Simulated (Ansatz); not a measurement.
# AlSiH₇O₂: molecular dynamics (part 5 of 5)

AlSiH₇O₂; RKS r2SCAN-D4/6-31G* (Ansatz 0.2.0). It belongs to a series of runs on one base structure; here: dynamics from the highest image of the converged band.

Geometry of the input (Å):
```
Al -1.4412  -0.2825  0.5541
O  -0.2339  -1.2448  1.5907
H  -2.0226  -1.0856  -0.6889
H  -2.3015  0.7361  1.4263
H  0.4889  -0.3689  0.9073
O  0.2777  0.4346  0.0982
Si 1.1749  0.6641  -1.3037
H  -0.2425  -1.0855  2.5459
H  0.4099  1.5815  -2.1844
H  2.4788  1.2774  -0.9421
H  1.4117  -0.6266  -2.0034
```

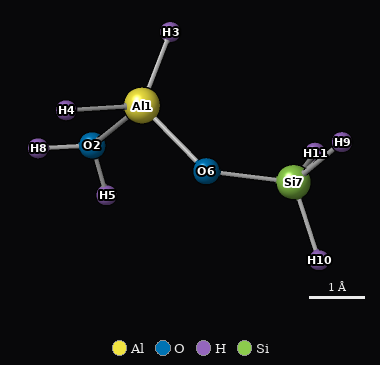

Fig. 1: The geometry at step 176 of the log (ball-and-stick view, seen at a tilt; atoms are numbered from 1 in the order of the input).

## Trajectory as extended XYZ, continued
```
11
Properties=species:S:1:pos:R:3:forces:R:3 step=150 time_fs=75.0 energy=-18680.14912 temperature=322.4
Al   -1.2553   -0.2193    0.4856    0.0412  -0.4196  -0.7167
O    -0.3371   -1.5607    1.8565   -1.8603  -0.6403  -1.9259
H    -2.0180   -1.2310   -0.5549    0.5267   0.2987   0.1453
H    -2.2206    0.3724    1.5534   -0.1748   0.4283   0.5324
H     0.5403   -1.2573    1.7729    2.2978   0.6738   0.2624
O     0.1431    0.7521   -0.0149    0.2059  -0.7174  -0.2290
Si    1.1443    0.6789   -1.3680   -1.3245  -0.9659   1.1665
H    -0.6817   -1.3443    2.7099   -0.2530   0.4261   1.2962
H     0.3949    1.3473   -2.4618    0.4004   0.1382  -0.2753
H     2.4892    1.1986   -1.0541    0.1441   0.3828  -0.0957
H     1.3687   -0.7853   -1.7070   -0.0034   0.3953  -0.1602
11
Properties=species:S:1:pos:R:3:forces:R:3 step=153 time_fs=76.5 energy=-18680.14510 temperature=319.5
Al   -1.2483   -0.2208    0.4867   -0.0908  -0.2912  -0.2826
O    -0.3502   -1.5573    1.8542    1.7536   0.0692  -3.2522
H    -2.0035   -1.2482   -0.5193    0.4411   0.2275  -0.0096
H    -2.2185    0.3615    1.5844   -0.0290   0.3572   0.3054
H     0.5971   -1.2646    1.7992   -0.8151  -0.3178   0.4232
O     0.1402    0.7521   -0.0178    0.2848  -0.6279  -0.2434
Si    1.1453    0.6798   -1.3692   -1.8447  -0.2041   1.2148
H    -0.6833   -1.3708    2.6980   -0.7475   0.6640   2.4617
H     0.3765    1.3381   -2.4678    0.5180   0.1071  -0.1739
H     2.4829    1.1792   -1.0608    0.4030   0.5637  -0.0365
H     1.3624   -0.7342   -1.6857    0.1266  -0.5477  -0.4071
11
Properties=species:S:1:pos:R:3:forces:R:3 step=156 time_fs=78.0 energy=-18680.09394 temperature=275.9
Al   -1.2415   -0.2225    0.4875   -0.2080  -0.0765   0.2649
O    -0.3612   -1.5538    1.8479    2.6505   0.8091  -1.1337
H    -1.9795   -1.2607   -0.4840    0.2978   0.0939  -0.2073
H    -2.2169    0.3583    1.6218    0.1501   0.2551   0.0154
H     0.6392   -1.2777    1.8341   -2.3913  -0.6891   0.2953
O     0.1376    0.7513   -0.0211    0.3469  -0.5243  -0.2613
Si    1.1448    0.6805   -1.3695   -2.0603   0.5972   1.2568
H    -0.6988   -1.3842    2.7333   -0.0578   0.2394   0.4708
H     0.3691    1.3313   -2.4776    0.5869   0.0831  -0.0789
H     2.4848    1.1719   -1.0684    0.4368   0.6267  -0.0136
H     1.3588   -0.6947   -1.6731    0.2485  -1.4146  -0.6084
11
Properties=species:S:1:pos:R:3:forces:R:3 step=159 time_fs=79.5 energy=-18680.07915 temperature=263.9
Al   -1.2347   -0.2243    0.4885   -0.2995   0.1767   0.7617
O    -0.3688   -1.5492    1.8401    1.8564   0.9762   1.2826
H    -1.9491   -1.2712   -0.4531    0.1298  -0.0683  -0.4064
H    -2.2122    0.3606    1.6596    0.3016   0.1554  -0.2563
H     0.6327   -1.3049    1.8751   -2.1701  -0.5696   0.0283
O     0.1356    0.7497   -0.0247    0.3854  -0.4196  -0.2762
Si    1.1428    0.6817   -1.3688   -1.8290   0.8429   1.1998
H    -0.7159   -1.3923    2.7789    0.5521  -0.1236  -1.6475
H     0.3742    1.3263   -2.4891    0.5834   0.0798  -0.0192
H     2.4958    1.1777   -1.0763    0.2130   0.5530  -0.0323
H     1.3604   -0.6847   -1.6733    0.2768  -1.6029  -0.6344
11
Properties=species:S:1:pos:R:3:forces:R:3 step=162 time_fs=81.0 energy=-18680.16434 temperature=335.8
Al   -1.2282   -0.2259    0.4901   -0.3722   0.3834   1.0902
O    -0.3739   -1.5434    1.8338   -0.0273   0.5274   2.1234
H    -1.9159   -1.2831   -0.4309   -0.0162  -0.1976  -0.5522
H    -2.2011    0.3662    1.6919    0.3924   0.0760  -0.4601
H     0.5823   -1.3438    1.9168   -0.1786  -0.1245  -0.1656
O     0.1340    0.7475   -0.0287    0.4017  -0.3208  -0.2767
Si    1.1394    0.6835   -1.3672   -1.2330   0.3358   0.9823
H    -0.7222   -1.4026    2.7916    0.4975  -0.2049  -2.2243
H     0.3917    1.3231   -2.5011    0.5048   0.0984  -0.0043
H     2.5111    1.1954   -1.0849   -0.1495   0.3842  -0.0632
H     1.3678   -0.7077   -1.6869    0.1804  -0.9574  -0.4496
11
Properties=species:S:1:pos:R:3:forces:R:3 step=165 time_fs=82.5 energy=-18680.19499 temperature=362.5
Al   -1.2221   -0.2273    0.4926   -0.4286   0.4603   1.1939
O    -0.3791   -1.5369    1.8303   -2.1058  -0.1317   1.1177
H    -1.8830   -1.2991   -0.4204   -0.0986  -0.2293  -0.5938
H    -2.1816    0.3736    1.7145    0.4076   0.0255  -0.5728
H     0.5299   -1.3853    1.9554    2.6345   0.3114  -0.1324
O     0.1330    0.7449   -0.0331    0.3946  -0.2286  -0.2546
Si    1.1350    0.6855   -1.3648   -0.5216  -0.4670   0.6623
H    -0.7187   -1.4170    2.7589   -0.1945  -0.0648  -1.1572
H     0.4201    1.3220   -2.5132    0.3678   0.1305  -0.0270
H     2.5232    1.2212   -1.0949   -0.4830   0.1883  -0.0709
H     1.3789   -0.7509   -1.7099    0.0277   0.0054  -0.1652
11
Properties=species:S:1:pos:R:3:forces:R:3 step=168 time_fs=84.0 energy=-18680.19002 temperature=358.1
Al   -1.2162   -0.2283    0.4960   -0.4556   0.3638   1.0788
O    -0.3868   -1.5305    1.8281   -0.6093  -0.3582  -1.1147
H    -1.8520   -1.3199   -0.4225   -0.1061  -0.1353  -0.5168
H    -2.1535    0.3815    1.7250    0.3377   0.0136  -0.5826
H     0.5285   -1.4212    1.9908    2.2854   0.1686  -0.3021
O     0.1326    0.7421   -0.0378    0.3619  -0.1429  -0.2052
Si    1.1302    0.6872   -1.3619    0.0826  -1.0950   0.3121
H    -0.7203   -1.4325    2.7039   -1.3242   0.2302   1.3369
H     0.4563    1.3237   -2.5260    0.2019   0.1597  -0.0635
H     2.5252    1.2512   -1.1063   -0.6719   0.0210  -0.0378
H     1.3907   -0.7943   -1.7366   -0.1022   0.7744   0.0949
11
Properties=species:S:1:pos:R:3:forces:R:3 step=171 time_fs=85.5 energy=-18680.18764 temperature=356.6
Al   -1.2107   -0.2289    0.5003   -0.4222   0.1155   0.7865
O    -0.3952   -1.5246    1.8245    2.5413  -0.2905  -1.6769
H    -1.8233   -1.3434   -0.4356   -0.0667   0.0532  -0.3524
H    -2.1183    0.3898    1.7230    0.1790   0.0507  -0.4832
H     0.5721   -1.4536    2.0193   -0.5314  -0.0651  -0.6976
O     0.1326    0.7390   -0.0428    0.2953  -0.0665  -0.1234
Si    1.1255    0.6880   -1.3588    0.4720  -1.4070  -0.0548
H    -0.7491   -1.4433    2.6754   -1.6576   0.3355   2.3669
H     0.4968    1.3289   -2.5401    0.0389   0.1672  -0.0787
H     2.5131    1.2817   -1.1185   -0.6701  -0.0843   0.0361
H     1.4004   -0.8215   -1.7613   -0.1786   1.1913   0.2775
11
Properties=species:S:1:pos:R:3:forces:R:3 step=174 time_fs=87.0 energy=-18680.20953 temperature=374.8
Al   -1.2056   -0.2295    0.5052   -0.3100  -0.1972   0.3667
O    -0.4004   -1.5191    1.8191    2.8870  -0.1896   0.6749
H    -1.7960   -1.3657   -0.4562   -0.0202   0.2665  -0.1531
H    -2.0794    0.3993    1.7108   -0.0525   0.1361  -0.2833
H     0.6066   -1.4869    2.0333   -2.1514  -0.0239  -0.7786
O     0.1330    0.7358   -0.0479    0.1861  -0.0082  -0.0040
Si    1.1212    0.6878   -1.3558    0.6250  -1.4270  -0.4464
H    -0.8107   -1.4474    2.6919   -0.3843   0.1397   0.1549
H     0.5383    1.3375   -2.5558   -0.1003   0.1398  -0.0445
H     2.4867    1.3106   -1.1298   -0.4804  -0.1117   0.1403
H     1.4063   -0.8237   -1.7802   -0.1991   1.2755   0.3731
11
Properties=species:S:1:pos:R:3:forces:R:3 step=176 time_fs=88.0 energy=-18680.19902 temperature=366.4
Al   -1.2023   -0.2300    0.5086   -0.2018  -0.3935   0.0452
O    -0.4017   -1.5155    1.8157    2.0210  -0.1881   2.0348
H    -1.7781   -1.3777   -0.4721    0.0004   0.3902  -0.0255
H    -2.0537    0.4072    1.6990   -0.2255   0.2083  -0.1119
H     0.6060   -1.5095    2.0334   -2.2452   0.0592  -0.6406
O     0.1334    0.7336   -0.0513    0.0913   0.0154   0.0970
Si    1.1185    0.6871   -1.3539    0.6080  -1.2883  -0.7091
H    -0.8584   -1.4482    2.7083    0.5782   0.0234  -1.3022
H     0.5649    1.3450   -2.5668   -0.1767   0.1020   0.0079
H     2.4632    1.3285   -1.1359   -0.2690  -0.0864   0.2186
H     1.4079   -0.8100   -1.7885   -0.1807   1.1579   0.3858
11
Properties=species:S:1:pos:R:3:forces:R:3 step=179 time_fs=89.5 energy=-18680.20722 temperature=373.1
Al   -1.1975   -0.2310    0.5138   -0.0251  -0.6098  -0.4357
O    -0.4016   -1.5104    1.8130   -0.1311  -0.1975   2.4526
H    -1.7512   -1.3884   -0.4960    0.0044   0.5170   0.1317
H    -2.0198    0.4229    1.6799   -0.4624   0.3044   0.1480
H     0.5674   -1.5421    2.0230   -0.9048   0.1145  -0.1598
O     0.1341    0.7305   -0.0564   -0.0722   0.0270   0.2714
Si    1.1149    0.6851   -1.3516    0.4540  -0.8259  -1.0463
H    -0.9178   -1.4491    2.7080    1.3938  -0.0589  -2.1222
H     0.6015    1.3579   -2.5830   -0.2701   0.0265   0.1132
H     2.4238    1.3540   -1.1408    0.1110  -0.0017   0.3323
H     1.4072   -0.7695   -1.7941   -0.0973   0.7045   0.3148
11
Properties=species:S:1:pos:R:3:forces:R:3 step=182 time_fs=91.0 energy=-18680.19645 temperature=363.4
Al   -1.1927   -0.2325    0.5186    0.1123  -0.6629  -0.8117
O    -0.4018   -1.5056    1.8134   -2.7444  -0.0451   1.0954
H    -1.7243   -1.3881   -0.5172   -0.0264   0.5540   0.2295
H    -1.9956    0.4450    1.6638   -0.6061   0.3327   0.3217
H     0.5119   -1.5727    2.0096    1.8254  -0.0593   0.5598
O     0.1348    0.7273   -0.0611   -0.2384   0.0169   0.4491
Si    1.1117    0.6826   -1.3500    0.2470  -0.0117  -1.2198
H    -0.9487   -1.4512    2.6644    1.2672  -0.0672  -1.3767
H     0.6322    1.3714   -2.5968   -0.3432  -0.0526   0.2164
H     2.3868    1.3795   -1.1385    0.4438   0.0843   0.4152
H     1.4045   -0.7145   -1.7932    0.0630  -0.0892   0.1212
11
Properties=species:S:1:pos:R:3:forces:R:3 step=185 time_fs=92.5 energy=-18680.12442 temperature=301.5
Al   -1.1879   -0.2345    0.5228    0.1536  -0.5110  -0.9662
O    -0.4054   -1.5008    1.8152   -2.1505   0.0297  -1.3737
H    -1.6980   -1.3761   -0.5336   -0.0883   0.4948   0.2533
H    -1.9843    0.4741    1.6544   -0.6099   0.2524   0.3314
H     0.4924   -1.6046    2.0075    2.5470  -0.2286   0.7960
O     0.1351    0.7242   -0.0651   -0.3700   0.0002   0.5940
Si    1.1086    0.6800   -1.3494    0.1294   1.0512  -1.1814
H    -0.9544   -1.4546    2.5938   -0.0793  -0.0072   0.9785
H     0.6556    1.3838   -2.6060   -0.3979  -0.1167   0.2841
H     2.3590    1.4067   -1.1275    0.5901   0.0900   0.4382
H     1.4033   -0.6616   -1.7897    0.2760  -1.0548  -0.1542
11
Properties=species:S:1:pos:R:3:forces:R:3 step=188 time_fs=94.0 energy=-18680.03317 temperature=224.5
Al   -1.1829   -0.2369    0.5263    0.0949  -0.2004  -0.8506
O    -0.4115   -1.4961    1.8153    1.7861  -0.3263  -2.9307
H    -1.6736   -1.3535   -0.5446   -0.1779   0.3494   0.1954
H    -1.9859    0.5086    1.6518   -0.4900   0.0751   0.1858
H     0.5218   -1.6405    2.0213   -0.0015   0.0682   0.3086
O     0.1349    0.7211   -0.0684   -0.4362  -0.0051   0.6759
Si    1.1057    0.6783   -1.3497    0.2373   1.8801  -1.0399
H    -0.9623   -1.4582    2.5444   -1.5144   0.0214   3.1188
H     0.6705    1.3937   -2.6091   -0.4337  -0.1550   0.2976
H     2.3435    1.4355   -1.1071    0.5017  -0.0284   0.3857
H     1.4080   -0.6310   -1.7895    0.4337  -1.6790  -0.3465
11
Properties=species:S:1:pos:R:3:forces:R:3 step=191 time_fs=95.5 energy=-18680.06599 temperature=251.2
Al   -1.1778   -0.2394    0.5290   -0.0246   0.1814  -0.5392
O    -0.4156   -1.4918    1.8117    2.4446  -0.6025  -0.9124
H    -1.6532   -1.3235   -0.5515   -0.2874   0.1421   0.0701
H    -1.9980    0.5445    1.6531   -0.3069  -0.1461  -0.0299
H     0.5527   -1.6749    2.0418   -1.8939   0.4374  -0.1257
O     0.1341    0.7179   -0.0707   -0.4312   0.0104   0.6855
Si    1.1029    0.6779   -1.3509    0.6154   1.9328  -0.9639
H    -0.9978   -1.4616    2.5553   -0.3268  -0.0916   1.5789
H     0.6761    1.4003   -2.6059   -0.4515  -0.1628   0.2516
H     2.3386    1.4637   -1.0785    0.2575  -0.2336   0.2667
H     1.4217   -0.6351   -1.7963    0.4048  -1.4675  -0.2816
11
Properties=species:S:1:pos:R:3:forces:R:3 step=194 time_fs=97.0 energy=-18680.08002 temperature=263.7
Al   -1.1728   -0.2418    0.5313   -0.1915   0.5605  -0.1893
O    -0.4166   -1.4882    1.8070    0.7464  -0.6800   1.6857
H    -1.6389   -1.2905   -0.5570   -0.3930  -0.0843  -0.0815
H    -2.0166    0.5773    1.6538   -0.1157  -0.3557  -0.2278
H     0.5457   -1.7003    2.0601   -1.9879   0.5380  -0.2675
O     0.1327    0.7148   -0.0722   -0.3585   0.0391   0.6334
Si    1.1007    0.6790   -1.3527    1.1194   1.3021  -0.9376
H    -1.0396   -1.4668    2.5991    1.4408  -0.1359  -0.8636
H     0.6720    1.4034   -2.5974   -0.4519  -0.1415   0.1535
H     2.3392    1.4868   -1.0442   -0.0108  -0.4404   0.1089
H     1.4438   -0.6697   -1.8088    0.2028  -0.6021  -0.0142
11
Properties=species:S:1:pos:R:3:forces:R:3 step=197 time_fs=98.5 energy=-18680.05524 temperature=242.7
Al   -1.1679   -0.2438    0.5335   -0.3973   0.8642   0.0428
O    -0.4166   -1.4856    1.8043   -1.2598  -0.4825   2.4835
H    -1.6330   -1.2592   -0.5642   -0.4645  -0.2704  -0.1975
H    -2.0378    0.6026    1.6498    0.0478  -0.5162  -0.3572
H     0.4985   -1.7148    2.0733   -0.4736   0.2522  -0.0609
O     0.1309    0.7118   -0.0727   -0.2256   0.0709   0.5343
Si    1.0993    0.6812   -1.3553    1.5145   0.5167  -0.8235
H    -1.0527   -1.4748    2.6268    1.9307  -0.0813  -1.8444
H     0.6581    1.4035   -2.5857   -0.4325  -0.0994   0.0253
H     2.3397    1.5005   -1.0076   -0.2021  -0.5755  -0.0561
H     1.4702   -0.7172   -1.8216   -0.0377   0.3214   0.2537
11
Properties=species:S:1:pos:R:3:forces:R:3 step=200 time_fs=100.0 energy=-18680.04429 temperature=233.3
Al   -1.1633   -0.2451    0.5357   -0.6224   1.0267   0.0641
O    -0.4183   -1.4836    1.8049   -2.8311  -0.0331   1.5785
H    -1.6370   -1.2336   -0.5755   -0.4753  -0.3631  -0.2184
H    -2.0581    0.6168    1.6381    0.1597  -0.6061  -0.3977
H     0.4427   -1.7243    2.0855    1.8577  -0.3291   0.3768
O     0.1287    0.7088   -0.0726   -0.0492   0.1014   0.4029
Si    1.0990    0.6837   -1.3585    1.6558  -0.0954  -0.5907
H    -1.0260   -1.4845    2.6170    1.1777   0.0021  -1.3297
H     0.6350    1.4015   -2.5733   -0.3857  -0.0547  -0.0931
H     2.3360    1.5021   -0.9722   -0.2677  -0.6015  -0.2011
H     1.4959   -0.7583   -1.8292   -0.2196   0.9529   0.4083
```

## Summary

```tsv
quantity	value
outcome	finished
mean temperature over the second half	322 K
trajectory	200 steps, 100 fs
ensemble	nve
temperature in the input	300.0 K
time step	0.5 fs
potential energy (last step)	−18680.0443 eV
mean-field energy (last step)	−18679.9950 eV
largest force (length of the vector) (last step)	3.242 eV/Å
wall time	9.4 min (CPU time 18 min)
peak memory	0.16 GiB
```

## Remarks

So short a trajectory is not equilibrated.
